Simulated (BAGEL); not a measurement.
# singlet [SiNHF3]+: a chain of runs

Wanted: the energy (singlet [SiNHF3]+, HF/6-31G*), then a single-point energy (doublet SiNHF3, NEVPT2(3,3)/6-31G*), then the energy (doublet SiNHF3, CASPT2(3,3)/6-31G*) of F3HNSi. 

The calculation is run with BAGEL 1.2.2.

**1. The molecule**

[SiNHF3]+: 6 atoms, total charge +1, spin state singlet. As SMILES of the parent species, `[NH][Si](F)(F)F`. One bond was lengthened or shortened from a relaxed shape. That shape belongs to the parent species and isn't relaxed for this state.

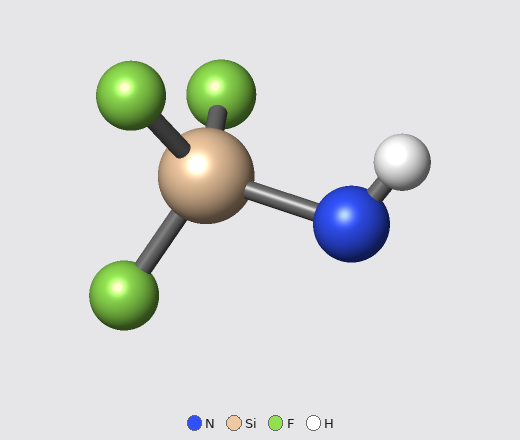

The structure, seen from a chosen angle (nitrogen blue, silicon light orange, fluorine green, hydrogen white).

**2. A single-point energy at HF/6-31G(d) (density fitting with svp-jkfit, spherical functions) (run 1)**

File job.json:

```json
{ "bagel": [

{
  "title": "molecule",
  "basis": "6-31gs.json",
  "df_basis": "svp-jkfit",
  "angstrom": "true",
  "geometry": [
    { "atom": "N", "xyz": [      -0.958124,       0.564231,       0.860755 ] },
    { "atom": "Si", "xyz": [       0.209976,      -0.129969,      -0.199245 ] },
    { "atom": "F", "xyz": [      -0.070724,       0.347231,      -1.665745 ] },
    { "atom": "F", "xyz": [       0.139476,      -1.701769,      -0.183345 ] },
    { "atom": "F", "xyz": [       1.668676,       0.319231,       0.182455 ] },
    { "atom": "H", "xyz": [      -0.865300,       0.335400,       1.693200 ] }
  ]
},

{ "title": "hf", "charge": 1 },

{ "title": "print", "file": "orbitals.molden", "orbitals": "true" }

]}
```

The basis set 6-31G* is read from a file made from the Basis Set Exchange's data (not shown).

The run is started by

```console
$ BAGEL_NUM_THREADS=1 BAGEL job.json > job.out
```

The log of the run:

```text
* using 1 threads per process

  ===============================================================
  ===============================================================

  *** Geometry ***

  { "atom" : "N", "xyz" : [     -1.810592,      1.066242,      1.626591 ] },
  { "atom" : "Si", "xyz" : [      0.396797,     -0.245606,     -0.376518 ] },
  { "atom" : "F", "xyz" : [     -0.133649,      0.656171,     -3.147802 ] },
  { "atom" : "F", "xyz" : [      0.263571,     -3.215877,     -0.346472 ] },
  { "atom" : "F", "xyz" : [      3.153341,      0.603259,      0.344790 ] },
  { "atom" : "H", "xyz" : [     -1.635180,      0.633814,      3.199684 ] },

  Number of auxiliary basis functions:      454

  Since a DF basis is specified, we compute 2- and 3-index integrals:
    o Being stored without compression. Storage requirement is 0.021 GB

  Number of basis functions:       76
  Number of electrons      :       49

    * METHOD: MOLECULE                             0.17

  *** RHF ***

  === Nuclear Repulsion ===
   256.9849357202

      * DIIS with orbital gradients will be used.

  === RHF iteration (6-31gs.json) ===
      0       -641.62276580          0.02782344           0.05
      1       -641.81978597          0.01780888           0.05
      2       -641.94043823          0.00133465           0.05
      3       -641.94163229          0.00029021           0.04
      4       -641.94170360          0.00011725           0.05
      5       -641.94171383          0.00003722           0.05
      6       -641.94171529          0.00001000           0.05
      7       -641.94171541          0.00000217           0.05
      8       -641.94171542          0.00000059           0.05
      9       -641.94171542          0.00000023           0.05
     10       -641.94171542          0.00000010           0.05
     11       -641.94171542          0.00000007           0.05
     12       -641.94171542          0.00000006           0.04
     13       -641.94171542          0.00000005           0.05
     14       -641.94171542          0.00000003           0.05
     15       -641.94171542          0.00000001           0.05
    * SCF iteration converged.

    * Permanent dipole moment:
           (    1.629697,    -0.798307,    -2.378378) a.u.

    * METHOD: HF                                   0.86

    * METHOD: PRINT                                0.01

  ===============================================================
```

It took 1.2 s on 1 thread of Arm Neoverse V2, shared host; peak memory 0.1 GiB.

**3. Doublet neutral SiNHF3: a single-point energy at NEVPT2(3,3)/6-31G(d) (density fitting with svp-jkfit, spherical functions) (run 2)**

File input.json:

```json
{ "bagel": [

{
  "title": "molecule",
  "basis": "6-31gs.json",
  "df_basis": "svp-jkfit",
  "angstrom": true,
  "geometry": [
    { "atom": "N", "xyz": [      -0.958124,       0.564231,       0.860755 ] },
    { "atom": "Si", "xyz": [       0.209976,      -0.129969,      -0.199245 ] },
    { "atom": "F", "xyz": [      -0.070724,       0.347231,      -1.665745 ] },
    { "atom": "F", "xyz": [       0.139476,      -1.701769,      -0.183345 ] },
    { "atom": "F", "xyz": [       1.668676,       0.319231,       0.182455 ] },
    { "atom": "H", "xyz": [      -0.865300,       0.335400,       1.693200 ] }
  ]
},

{
  "title": "hf",
  "charge": 1
},

{
  "title": "casscf",
  "nstate": 1,
  "nact": 3,
  "nclosed": 23,
  "nspin": 1,
  "active": [13, 25, 26],
  "maxiter": 200,
  "natocc": true
},

{
  "title": "nevpt2",
  "nstate": 1,
  "nact": 3,
  "nclosed": 23,
  "nspin": 1,
  "active": [13, 25, 26],
  "maxiter": 200,
  "natocc": true,
  "ncore": 9
},

{
  "title": "print",
  "file": "orbitals.molden",
  "orbitals": true
}

]}
```

The basis set 6-31G* is read from a file made from the Basis Set Exchange's data (not shown).

The run is started by

```console
$ BAGEL_NUM_THREADS=1 BAGEL input.json > input.out
```

The log of the run:

```text
* using 1 threads per process

  ===============================================================
  ===============================================================

  *** Geometry ***

  { "atom" : "N", "xyz" : [     -1.810592,      1.066242,      1.626591 ] },
  { "atom" : "Si", "xyz" : [      0.396797,     -0.245606,     -0.376518 ] },
  { "atom" : "F", "xyz" : [     -0.133649,      0.656171,     -3.147802 ] },
  { "atom" : "F", "xyz" : [      0.263571,     -3.215877,     -0.346472 ] },
  { "atom" : "F", "xyz" : [      3.153341,      0.603259,      0.344790 ] },
  { "atom" : "H", "xyz" : [     -1.635180,      0.633814,      3.199684 ] },

  Number of auxiliary basis functions:      454

[... 21 lines left out ...]
    * SCF iteration converged.
[... 1 line left out ...]
    * Permanent dipole moment:
[... 28 lines left out ...]
    * Second-order optimization converged. *
[... 12 lines left out ...]
     * ci vector, state   0, <S^2> = 0.7500
       2a.    -0.9970421090
       .a2    -0.0709780973

    * METHOD: CASSCF                               3.77

    * freezing 9 orbitals

  === DF-NEVPT2 calculation ===

    * 3-index integral transformation done
    * assembly done

      NEVPT2 correlation energy:   -0.6994444493      0.14

          (+0)     -0.6140958106
          (+0)'    -0.0223865312
          (+1)     -0.0080723230
          (+1)'    -0.0004105939
          (+2)     -0.0001902385
          (-1)     -0.0379789514
          (-1)'    -0.0062282774
          (-2)     -0.0100817232

      NEVPT2 total energy:       -643.1296128913

    * METHOD: NEVPT2                               0.24

    * METHOD: PRINT                                0.01

  ===============================================================
```

It took 5.4 s on 1 thread of Arm Neoverse V2, shared host; peak memory 0.14 GiB.

**4. Doublet neutral SiNHF3: a single-point energy at CASPT2(3,3)/6-31G(d) (density fitting with svp-jkfit, spherical functions) (run 3)**

File input.json:

```json
{ "bagel" : [

{
  "title" : "molecule",
  "basis" : "6-31gs.json",
  "df_basis" : "svp-jkfit",
  "angstrom" : true,
  "geometry" : [
    { "atom" : "N", "xyz" : [      -0.958124,       0.564231,       0.860755 ] },
    { "atom" : "Si", "xyz" : [       0.209976,      -0.129969,      -0.199245 ] },
    { "atom" : "F", "xyz" : [      -0.070724,       0.347231,      -1.665745 ] },
    { "atom" : "F", "xyz" : [       0.139476,      -1.701769,      -0.183345 ] },
    { "atom" : "F", "xyz" : [       1.668676,       0.319231,       0.182455 ] },
    { "atom" : "H", "xyz" : [      -0.865300,       0.335400,       1.693200 ] }
  ]
},

{ "title" : "hf", "charge" : 1 },

{
  "title" : "casscf",
  "nstate" : 1,
  "nact" : 3,
  "nclosed" : 23,
  "charge" : 0,
  "nspin" : 1,
  "active" : [13, 25, 26],
  "maxiter" : 200,
  "natocc" : true
},

{ "title" : "print", "file" : "orbitals.molden", "orbitals" : true },

{ "title" : "smith", "method" : "caspt2", "ms" : true, "xms" : true, "sssr" : true, "shift" : 0.2, "shift_imag" : true, "ncore" : 9 }

]}
```

The basis set 6-31G* is read from a file made from the Basis Set Exchange's data (not shown).

The run is started by

```console
$ BAGEL_NUM_THREADS=1 BAGEL input.json > input.out
```

The log of the run:

```text
* using 1 threads per process

  ===============================================================
  ===============================================================

  *** Geometry ***

  { "atom" : "N", "xyz" : [     -1.810592,      1.066242,      1.626591 ] },
  { "atom" : "Si", "xyz" : [      0.396797,     -0.245606,     -0.376518 ] },
  { "atom" : "F", "xyz" : [     -0.133649,      0.656171,     -3.147802 ] },
  { "atom" : "F", "xyz" : [      0.263571,     -3.215877,     -0.346472 ] },
  { "atom" : "F", "xyz" : [      3.153341,      0.603259,      0.344790 ] },
  { "atom" : "H", "xyz" : [     -1.635180,      0.633814,      3.199684 ] },

  Number of auxiliary basis functions:      454

[... 21 lines left out ...]
    * SCF iteration converged.
[... 1 line left out ...]
    * Permanent dipole moment:
[... 28 lines left out ...]
    * Second-order optimization converged. *
[... 12 lines left out ...]
     * ci vector, state   0, <S^2> = 0.7500
[... 16 lines left out ...]
    * Zeroth order energy : state  0       -1.9993386255
[... 4 lines left out ...]
       #      aibj      arbs      arbi      airj      risj      airs      arst      rist         Etot      error   time
[... 10 lines left out ...]
      ------------------------------------------------------------------------------------------------------------------

    * CASPT2 energy : state  0     -643.1373201434
        w/o shift correction       -643.1353494271
        reference weight              0.8507680208

    * METHOD: SMITH                                0.68

  ===============================================================
```

It took 5.7 s on 1 thread of Arm Neoverse V2, shared host; peak memory 0.2 GiB.

**5. Summary of results**

| quantity | value |
| --- | --- |
| run 1, HF/6-31G*: total energy | -641.94172 Eh |
| run 1, HF/6-31G*: HOMO energy | -23.61 eV |
| run 1, HF/6-31G*: LUMO energy | -11.08 eV |
| run 1, HF/6-31G*: HOMO–LUMO gap | 12.53 eV |
| doublet neutral SiNHF3, run 2: total energy | -643.12961 Eh |
| doublet neutral SiNHF3, run 3: total energy | -643.13732 Eh |
